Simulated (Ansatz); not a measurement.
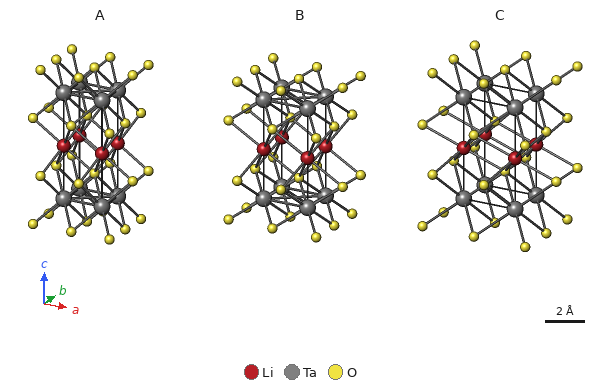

3 geometries from one relaxation of a crystal of LiTaO2 (a generated structure, set up in P-3m1) (coarse preliminary run), in shuffled order. Style: ball-and-stick. Shown: the cell of the calculation, slightly off an axis.

Level of theory: Ansatz, DFT PBE, scalar-relativistic, plane waves, PAW. Set-up: plane-wave cutoff 420 eV; k-point mesh 6 × 6 × 4; occupations gaussian; smearing width 0.1 eV; no spin polarisation; cell and atoms relaxed; force threshold 0.04 eV/Å; at most 70 steps.

Question: Order the frames from highest to lowest energy.

Answer: C, B, A. They are steps 0, 3, 12, at +7.793 eV per cell of the calculation, +1.588 eV per cell of the calculation relative to the last. The energy falls by 7.793 eV per cell of the calculation in 10 accepted moves (12 points after the start). Largest force component: 3.3 eV/Å at the start, 0.00011 eV/Å at the end. Pressure: −31.45 GPa at the start and −0.02 GPa at the end. At 2 points the geometry stayed and the basis and grid were re-selected for the new cell (energy shift of 9.4 meV per cell of the calculation at most each time). The largest moves relative to the cell, 0.21 Å, are those of O atoms. Li and Ta stay in place. The drawn cell changes as follows: a = b 3.835 → 2.857 Å (−25.5 %), c 5.327 → 5.563 Å (+4.4 %); the volume changes by −42.1 %. Among the contacts that change: Ta–Ta 3.835 → 2.857 Å, O–Ta 2.711 → 2.176 Å, Li–O 2.473 → 2.139 Å, Li–Ta 2.664 → 2.781 Å. Bond angles that change, for instance: O–Ta–O 89.9° → 97.9°, Ta–O–Ta 90.1° → 82.1°, O–Ta–O 90.1° → 82.1°. The space group stays P-3m1 (No. 164).
